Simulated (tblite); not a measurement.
**Geometry relaxation, with input and output: CH$_{3}$Cl$_{2}$Si (part 1 of 2)**

- system: CH$_{3}$Cl$_{2}$Si, multiplicity 2, SMILES [SiH2]C(Cl)Cl
- method: GFN2-xTB geometry optimisation, gas phase (tblite 0.8.0)

It belongs to a series of runs on one base structure; here: X = H replaced by CHCl2.

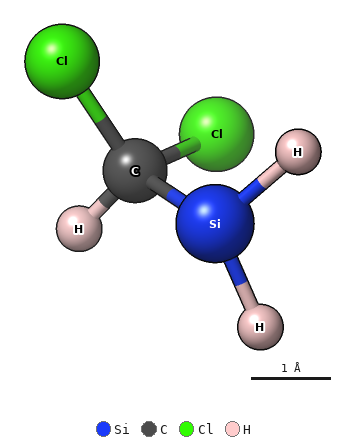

The structure as given in the input (ball-and-stick view, seen at a tilt). Bond lengths as drawn: C–Cl 1.76 to 1.78 Å, C–H 1.10 Å, C–Si 1.85 Å and H–Si 1.48 Å.

Key numbers

```csv
quantity,value
outcome,converged
total energy,−392.6376 eV
hardware,"1 CPU thread, shared host"
peak memory,0.18 GiB
```

Input file
```
{"job": {"kind": "relax", "xc": "GFN2-xTB", "basis": "xTB"}, "charge": 0, "multiplicity": 2}
Si     1.103800     0.036400     0.272400
C     -0.738700     0.092100     0.162900
Cl    -1.277300    -0.763700    -1.283200
Cl    -1.278200     1.787700     0.128800
H      1.787900     0.557500    -0.930400
H      1.613700    -1.317800     0.592800
H     -1.208000    -0.387300     1.029700
```

The first line tells a small driver script what to run in tblite; the rest is the geometry in Å.

Launched with:
```bash
OMP_NUM_THREADS=1 python <driver script> task.json out
```

What the program printed
```
step      E/eV     max force
  0    -392.52839    2.155
  1    -392.59090    0.876
  2    -392.60996    0.335
  3    -392.61678    0.253
  4    -392.62225    0.183
  5    -392.62502    0.164
  6    -392.62639    0.106
  7    -392.62704    0.085
  8    -392.62741    0.066
  9    -392.62774    0.064
 10    -392.62810    0.076
 11    -392.62850    0.068
 12    -392.62885    0.071
 13    -392.62906    0.052
 14    -392.62921    0.037
 15    -392.62937    0.048
 16    -392.62961    0.061
 17    -392.62995    0.064
 18    -392.63035    0.053
 19    -392.63068    0.044
 20    -392.63091    0.045
 21    -392.63116    0.063
 22    -392.63159    0.101
 23    -392.63228    0.141
 24    -392.63312    0.144
 25    -392.63382    0.095
 26    -392.63432    0.083
 27    -392.63471    0.078
 28    -392.63517    0.099
 29    -392.63562    0.086
 30    -392.63591    0.052
 31    -392.63607    0.043
 32    -392.63621    0.052
 33    -392.63641    0.061
 34    -392.63663    0.058
 35    -392.63682    0.048
 36    -392.63698    0.044
 37    -392.63710    0.042
 38    -392.63720    0.036
 39    -392.63729    0.037
 40    -392.63737    0.042
 41    -392.63745    0.035
 42    -392.63754    0.028
 43    -392.63760    0.023
 44    -392.63763    0.014
 45    -392.63764    0.010
 46    -392.63764    0.007
```

Trajectory as extended XYZ (Å, eV, eV/Å), 47 frames, from step=0 to step=46
```
7
Properties=species:S:1:pos:R:3:forces:R:3 step=0 energy=-392.52839
Si    1.1038    0.0364    0.2724    2.1180  -0.3130  -0.2440
C    -0.7387    0.0921    0.1629   -0.8340   0.0120   0.5980
Cl   -1.2773   -0.7637   -1.2832   -0.3110  -0.2400  -0.4330
Cl   -1.2782    1.7877    0.1288   -0.1750   0.1090  -0.0510
H     1.7879    0.5575   -0.9304   -0.3200  -0.0220   0.3470
H     1.6137   -1.3178    0.5928   -0.2770   0.3410  -0.0170
H    -1.2080   -0.3873    1.0297   -0.2010   0.1130  -0.2000
7
Properties=species:S:1:pos:R:3:forces:R:3 step=1 energy=-392.59090
Si    1.1341    0.0320    0.2689    0.8620  -0.1360  -0.0710
C    -0.7506    0.0923    0.1715    0.1470   0.1190   0.1500
Cl   -1.2818   -0.7671   -1.2894   -0.2290  -0.1260  -0.2210
Cl   -1.2807    1.7893    0.1280   -0.1550   0.0300  -0.0360
H     1.7834    0.5571   -0.9254   -0.1340   0.0900   0.0590
H     1.6097   -1.3130    0.5925   -0.1340   0.0580   0.0400
H    -1.2108   -0.3857    1.0268   -0.3560  -0.0360   0.0790
7
Properties=species:S:1:pos:R:3:forces:R:3 step=2 energy=-392.60996
Si    1.1568    0.0284    0.2669    0.2050  -0.0020   0.0560
C    -0.7490    0.0949    0.1759    0.3250   0.0370   0.0710
Cl   -1.2873   -0.7703   -1.2950   -0.1330  -0.0210  -0.0410
Cl   -1.2844    1.7901    0.1272   -0.1070  -0.0430  -0.0320
H     1.7798    0.5591   -0.9234   -0.0020   0.1680  -0.1390
H     1.6063   -1.3110    0.5934   -0.0320  -0.1520   0.0840
H    -1.2189   -0.3862    1.0281   -0.2570   0.0130   0.0010
7
Properties=species:S:1:pos:R:3:forces:R:3 step=3 energy=-392.61678
Si    1.1695    0.0271    0.2672   -0.0180   0.0410   0.0700
C    -0.7432    0.0963    0.1793    0.2480  -0.0200   0.0480
Cl   -1.2918   -0.7718   -1.2978   -0.0600   0.0390   0.0630
Cl   -1.2877    1.7896    0.1262   -0.0600  -0.0860  -0.0280
H     1.7785    0.5629   -0.9253    0.0330   0.1740  -0.1710
H     1.6044   -1.3132    0.5953    0.0050  -0.2060   0.0910
H    -1.2264   -0.3859    1.0282   -0.1480   0.0570  -0.0730
7
Properties=species:S:1:pos:R:3:forces:R:3 step=4 energy=-392.62225
Si    1.1811    0.0266    0.2686   -0.1040   0.0300   0.0270
C    -0.7344    0.0969    0.1835    0.0860  -0.0500   0.0070
Cl   -1.2968   -0.7723   -1.2989    0.0160   0.0790   0.1390
Cl   -1.2917    1.7873    0.1248   -0.0040  -0.1100  -0.0220
H     1.7778    0.5697   -0.9301    0.0240   0.1390  -0.1150
H     1.6028   -1.3191    0.5987    0.0140  -0.1670   0.0730
H    -1.2355   -0.3843    1.0263   -0.0310   0.0790  -0.1090
7
Properties=species:S:1:pos:R:3:forces:R:3 step=5 energy=-392.62502
Si    1.1865    0.0267    0.2697   -0.0660  -0.0160  -0.0250
C    -0.7283    0.0964    0.1861   -0.0250  -0.0430  -0.0270
Cl   -1.2994   -0.7712   -1.2970    0.0500   0.0730   0.1380
Cl   -1.2940    1.7841    0.1236    0.0250  -0.0880  -0.0180
H     1.7777    0.5760   -0.9346   -0.0080   0.0910  -0.0310
H     1.6020   -1.3251    0.6019   -0.0010  -0.0800   0.0440
H    -1.2412   -0.3819    1.0232    0.0250   0.0620  -0.0810
7
Properties=species:S:1:pos:R:3:forces:R:3 step=6 energy=-392.62639
Si    1.1877    0.0263    0.2696   -0.0040  -0.0520  -0.0530
C    -0.7257    0.0954    0.1866   -0.0530  -0.0210  -0.0390
Cl   -1.2996   -0.7693   -1.2935    0.0480   0.0380   0.0870
Cl   -1.2946    1.7809    0.1227    0.0300  -0.0390  -0.0160
H     1.7774    0.5807   -0.9373   -0.0350   0.0560   0.0270
H     1.6016   -1.3294    0.6043   -0.0170  -0.0100   0.0200
H    -1.2435   -0.3797    1.0205    0.0310   0.0290  -0.0260
7
Properties=species:S:1:pos:R:3:forces:R:3 step=7 energy=-392.62704
Si    1.1877    0.0252    0.2686    0.0250  -0.0610  -0.0530
C    -0.7254    0.0946    0.1859   -0.0310  -0.0050  -0.0260
Cl   -1.2987   -0.7677   -1.2903    0.0300   0.0000   0.0260
Cl   -1.2942    1.7788    0.1220    0.0240   0.0060  -0.0160
H     1.7767    0.5838   -0.9379   -0.0440   0.0410   0.0450
H     1.6011   -1.3315    0.6057   -0.0240   0.0150   0.0070
H    -1.2438   -0.3782    1.0189    0.0200   0.0040   0.0170
7
Properties=species:S:1:pos:R:3:forces:R:3 step=8 energy=-392.62741
Si    1.1878    0.0235    0.2671    0.0200  -0.0490  -0.0370
C    -0.7257    0.0940    0.1851    0.0000   0.0040  -0.0030
Cl   -1.2976   -0.7669   -1.2880    0.0130  -0.0270  -0.0180
Cl   -1.2935    1.7778    0.1213    0.0180   0.0320  -0.0160
H     1.7755    0.5863   -0.9375   -0.0400   0.0380   0.0370
H     1.6004   -1.3325    0.6066   -0.0220   0.0100   0.0030
H    -1.2436   -0.3774    1.0183    0.0120  -0.0070   0.0360
7
Properties=species:S:1:pos:R:3:forces:R:3 step=9 energy=-392.62774
Si    1.1883    0.0211    0.2651   -0.0040  -0.0260  -0.0130
C    -0.7259    0.0936    0.1844    0.0240   0.0090   0.0190
Cl   -1.2965   -0.7667   -1.2864   -0.0020  -0.0440  -0.0470
Cl   -1.2926    1.7775    0.1204    0.0160   0.0420  -0.0160
H     1.7737    0.5893   -0.9366   -0.0290   0.0390   0.0170
H     1.5994   -1.3332    0.6074   -0.0150  -0.0100   0.0010
H    -1.2432   -0.3767    1.0185    0.0090  -0.0100   0.0390
7
Properties=species:S:1:pos:R:3:forces:R:3 step=10 energy=-392.62810
Si    1.1890    0.0180    0.2628   -0.0310   0.0040   0.0150
C    -0.7256    0.0933    0.1842    0.0330   0.0120   0.0330
Cl   -1.2953   -0.7673   -1.2856   -0.0110  -0.0500  -0.0560
Cl   -1.2913    1.7780    0.1191    0.0190   0.0340  -0.0150
H     1.7712    0.5935   -0.9353   -0.0150   0.0400  -0.0050
H     1.5980   -1.3344    0.6085   -0.0050  -0.0340  -0.0010
H    -1.2426   -0.3761    1.0193    0.0100  -0.0050   0.0300
7
Properties=species:S:1:pos:R:3:forces:R:3 step=11 energy=-392.62850
Si    1.1894    0.0143    0.2602   -0.0460   0.0310   0.0390
C    -0.7248    0.0931    0.1845    0.0230   0.0130   0.0320
Cl   -1.2941   -0.7690   -1.2856   -0.0150  -0.0430  -0.0440
Cl   -1.2893    1.7790    0.1171    0.0250   0.0120  -0.0130
H     1.7677    0.5995   -0.9338   -0.0030   0.0350  -0.0200
H     1.5962   -1.3366    0.6097    0.0040  -0.0500  -0.0080
H    -1.2418   -0.3753    1.0208    0.0120   0.0030   0.0150
7
Properties=species:S:1:pos:R:3:forces:R:3 step=12 energy=-392.62885
Si    1.1891    0.0112    0.2584   -0.0330   0.0410   0.0480
C    -0.7238    0.0932    0.1853    0.0010   0.0090   0.0150
Cl   -1.2932   -0.7714   -1.2862   -0.0130  -0.0270  -0.0160
Cl   -1.2869    1.7801    0.1150    0.0300  -0.0120  -0.0120
H     1.7643    0.6058   -0.9327    0.0000   0.0220  -0.0160
H     1.5945   -1.3395    0.6107    0.0050  -0.0430  -0.0190
H    -1.2407   -0.3746    1.0224    0.0100   0.0100   0.0000
7
Properties=species:S:1:pos:R:3:forces:R:3 step=13 energy=-392.62906
Si    1.1883    0.0101    0.2581   -0.0060   0.0320   0.0410
C    -0.7233    0.0934    0.1860   -0.0130   0.0010  -0.0050
Cl   -1.2928   -0.7734   -1.2869   -0.0090  -0.0130   0.0100
Cl   -1.2848    1.7806    0.1134    0.0290  -0.0220  -0.0110
H     1.7622    0.6101   -0.9321   -0.0040   0.0090   0.0010
H     1.5935   -1.3419    0.6109    0.0000  -0.0190  -0.0290
H    -1.2398   -0.3740    1.0236    0.0030   0.0120  -0.0070
7
Properties=species:S:1:pos:R:3:forces:R:3 step=14 energy=-392.62921
Si    1.1877    0.0102    0.2589    0.0170   0.0160   0.0290
C    -0.7233    0.0936    0.1863   -0.0140  -0.0090  -0.0170
Cl   -1.2928   -0.7749   -1.2873   -0.0060  -0.0040   0.0250
Cl   -1.2830    1.7806    0.1124    0.0230  -0.0190  -0.0120
H     1.7609    0.6124   -0.9317   -0.0100   0.0000   0.0180
H     1.5930   -1.3435    0.6103   -0.0060   0.0040  -0.0360
H    -1.2392   -0.3735    1.0241   -0.0040   0.0110  -0.0070
7
Properties=species:S:1:pos:R:3:forces:R:3 step=15 energy=-392.62937
Si    1.1873    0.0108    0.2604    0.0320  -0.0010   0.0130
C    -0.7234    0.0937    0.1863   -0.0050  -0.0200  -0.0210
Cl   -1.2931   -0.7765   -1.2873   -0.0030   0.0020   0.0340
Cl   -1.2808    1.7802    0.1111    0.0150  -0.0070  -0.0140
H     1.7596    0.6146   -0.9310   -0.0150  -0.0070   0.0340
H     1.5925   -1.3450    0.6088   -0.0100   0.0250  -0.0400
H    -1.2387   -0.3728    1.0246   -0.0130   0.0080  -0.0050
7
Properties=species:S:1:pos:R:3:forces:R:3 step=16 energy=-392.62961
Si    1.1872    0.0116    0.2630    0.0380  -0.0190  -0.0070
C    -0.7236    0.0932    0.1859    0.0130  -0.0310  -0.0180
Cl   -1.2935   -0.7790   -1.2865   -0.0010   0.0040   0.0380
Cl   -1.2771    1.7795    0.1088    0.0030   0.0120  -0.0170
H     1.7571    0.6181   -0.9293   -0.0160  -0.0120   0.0480
H     1.5913   -1.3470    0.6059   -0.0110   0.0430  -0.0420
H    -1.2383   -0.3715    1.0252   -0.0240   0.0030  -0.0020
7
Properties=species:S:1:pos:R:3:forces:R:3 step=17 energy=-392.62995
Si    1.1878    0.0122    0.2666    0.0270  -0.0320  -0.0260
C    -0.7234    0.0919    0.1852    0.0340  -0.0370  -0.0030
Cl   -1.2940   -0.7829   -1.2845    0.0000   0.0030   0.0350
Cl   -1.2710    1.7787    0.1046   -0.0110   0.0320  -0.0210
H     1.7528    0.6241   -0.9257   -0.0090  -0.0140   0.0540
H     1.5892   -1.3498    0.6007   -0.0060   0.0490  -0.0400
H    -1.2380   -0.3694    1.0260   -0.0350  -0.0020   0.0010
7
Properties=species:S:1:pos:R:3:forces:R:3 step=18 energy=-392.63035
Si    1.1889    0.0122    0.2703    0.0020  -0.0340  -0.0350
C    -0.7225    0.0897    0.1844    0.0420  -0.0260   0.0200
Cl   -1.2946   -0.7877   -1.2813    0.0010  -0.0010   0.0250
Cl   -1.2637    1.7782    0.0989   -0.0190   0.0410  -0.0230
H     1.7470    0.6318   -0.9203    0.0080  -0.0080   0.0440
H     1.5865   -1.3527    0.5938    0.0070   0.0350  -0.0340
H    -1.2383   -0.3666    1.0271   -0.0400  -0.0060   0.0030
7
Properties=species:S:1:pos:R:3:forces:R:3 step=19 energy=-392.63068
Si    1.1900    0.0113    0.2727   -0.0230  -0.0230  -0.0290
C    -0.7211    0.0874    0.1841    0.0260  -0.0020   0.0360
Cl   -1.2949   -0.7918   -1.2780    0.0020  -0.0070   0.0140
Cl   -1.2577    1.7784    0.0936   -0.0180   0.0290  -0.0220
H     1.7422    0.6386   -0.9150    0.0270   0.0020   0.0230
H     1.5843   -1.3548    0.5875    0.0240   0.0060  -0.0260
H    -1.2393   -0.3642    1.0279   -0.0380  -0.0060   0.0030
7
Properties=species:S:1:pos:R:3:forces:R:3 step=20 energy=-392.63091
Si    1.1903    0.0102    0.2735   -0.0320  -0.0100  -0.0160
C    -0.7199    0.0858    0.1847   -0.0040   0.0210   0.0380
Cl   -1.2951   -0.7945   -1.2755    0.0030  -0.0110   0.0070
Cl   -1.2542    1.7790    0.0897   -0.0110   0.0090  -0.0190
H     1.7396    0.6431   -0.9110    0.0400   0.0120   0.0040
H     1.5833   -1.3560    0.5830    0.0350  -0.0200  -0.0200
H    -1.2407   -0.3627    1.0285   -0.0310  -0.0020   0.0050
7
Properties=species:S:1:pos:R:3:forces:R:3 step=21 energy=-392.63116
Si    1.1901    0.0089    0.2740   -0.0290   0.0000  -0.0020
C    -0.7188    0.0847    0.1859   -0.0400   0.0390   0.0290
Cl   -1.2951   -0.7973   -1.2728    0.0050  -0.0120   0.0040
Cl   -1.2511    1.7799    0.0855   -0.0030  -0.0120  -0.0130
H     1.7380    0.6475   -0.9070    0.0480   0.0190  -0.0110
H     1.5831   -1.3574    0.5780    0.0420  -0.0390  -0.0150
H    -1.2428   -0.3614    1.0292   -0.0220   0.0050   0.0080
7
Properties=species:S:1:pos:R:3:forces:R:3 step=22 energy=-392.63159
Si    1.1891    0.0068    0.2750   -0.0120   0.0070   0.0140
C    -0.7180    0.0837    0.1886   -0.0860   0.0530   0.0080
Cl   -1.2952   -0.8023   -1.2681    0.0080  -0.0120   0.0000
Cl   -1.2459    1.7811    0.0782    0.0030  -0.0370  -0.0040
H     1.7365    0.6550   -0.9002    0.0530   0.0250  -0.0230
H     1.5838   -1.3603    0.5688    0.0450  -0.0540  -0.0110
H    -1.2469   -0.3591    1.0306   -0.0100   0.0170   0.0160
7
Properties=species:S:1:pos:R:3:forces:R:3 step=23 energy=-392.63228
Si    1.1871    0.0038    0.2774    0.0190   0.0060   0.0250
C    -0.7181    0.0826    0.1932   -0.1270   0.0550  -0.0250
Cl   -1.2954   -0.8115   -1.2600    0.0100  -0.0110  -0.0040
Cl   -1.2368    1.7826    0.0654    0.0030  -0.0580   0.0110
H     1.7349    0.6680   -0.8886    0.0500   0.0260  -0.0230
H     1.5859   -1.3659    0.5522    0.0420  -0.0560  -0.0090
H    -1.2543   -0.3547    1.0334    0.0040   0.0380   0.0260
7
Properties=species:S:1:pos:R:3:forces:R:3 step=24 energy=-392.63312
Si    1.1845    0.0002    0.2813    0.0480  -0.0080   0.0230
C    -0.7202    0.0821    0.1988   -0.1270   0.0340  -0.0580
Cl   -1.2957   -0.8238   -1.2495    0.0070  -0.0090  -0.0090
Cl   -1.2249    1.7838    0.0487   -0.0100  -0.0630   0.0250
H     1.7342    0.6848   -0.8733    0.0360   0.0170  -0.0060
H     1.5896   -1.3739    0.5293    0.0280  -0.0360  -0.0100
H    -1.2642   -0.3483    1.0377    0.0170   0.0640   0.0350
7
Properties=species:S:1:pos:R:3:forces:R:3 step=25 energy=-392.63382
Si    1.1827   -0.0024    0.2848    0.0480  -0.0220   0.0110
C    -0.7241    0.0824    0.2022   -0.0680  -0.0020  -0.0660
Cl   -1.2958   -0.8333   -1.2415    0.0000  -0.0090  -0.0170
Cl   -1.2166    1.7839    0.0365   -0.0290  -0.0420   0.0300
H     1.7353    0.6969   -0.8616    0.0170   0.0060   0.0160
H     1.5937   -1.3802    0.5110    0.0110  -0.0090  -0.0100
H    -1.2720   -0.3424    1.0416    0.0200   0.0790   0.0360
```
